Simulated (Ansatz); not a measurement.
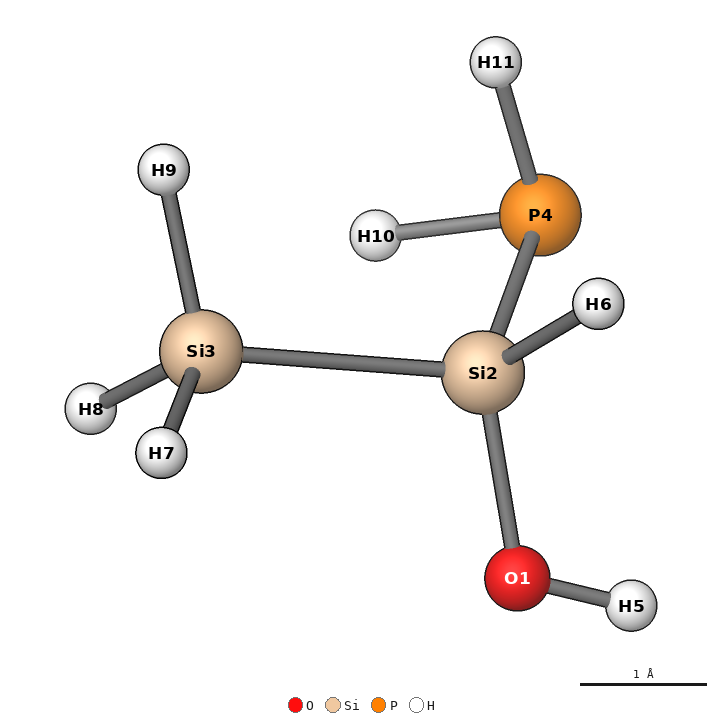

The view is orthographic, and the bar gives the scale. The computed structure is the end point of a PBE-D4/def2-SVP optimisation. No frequency run is at hand to confirm it as a minimum.

Give an XYZ file in the frame of the picture: x to the right, y up, z towards the viewer, origin at the mean of the atomic positions.

```xyz
11
H7OPSi2
O    1.04  -1.89  -0.09
Si   0.76  -0.25   0.20
Si  -1.48  -0.08   0.86
P    1.22   1.01  -1.66
H    1.95  -2.11  -0.37
H    1.68   0.30   1.27
H   -1.80  -0.89   2.09
H   -2.36  -0.54  -0.27
H   -1.78   1.37   1.15
H   -0.09   0.85  -2.23
H    0.87   2.23  -0.97
```
